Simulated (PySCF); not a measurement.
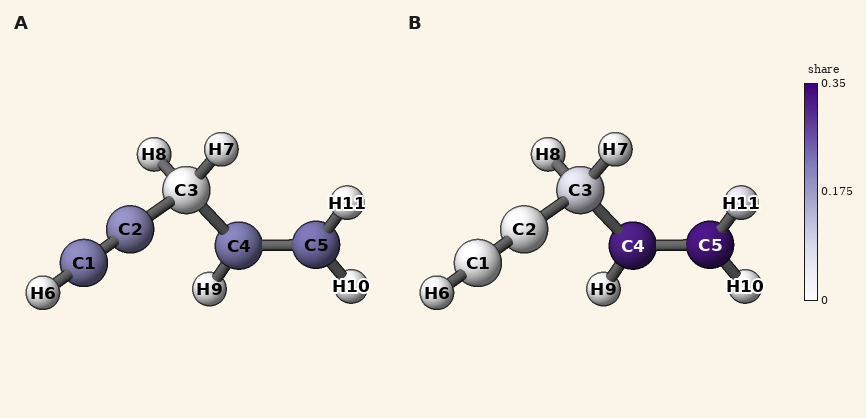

Each panel colours the atoms by their Löwdin share in one orbital (up to four of the largest shares; other atoms are shown as zero). Computed geometry: PBE0-D3(BJ)/def2-SVP optimisation. No frequency run is at hand to confirm it as a minimum. Method: B3LYP/def2-SVPD (PySCF 2.14.0).

> The panels show the HOMO, LUMO, in some order. Which is which?

A: HOMO, −7.39 eV; C5 0.23, C4 0.21, C1 0.20, C2 0.19
B: LUMO, −0.26 eV; C5 0.32, C4 0.31, C3 0.07, H11 0.06
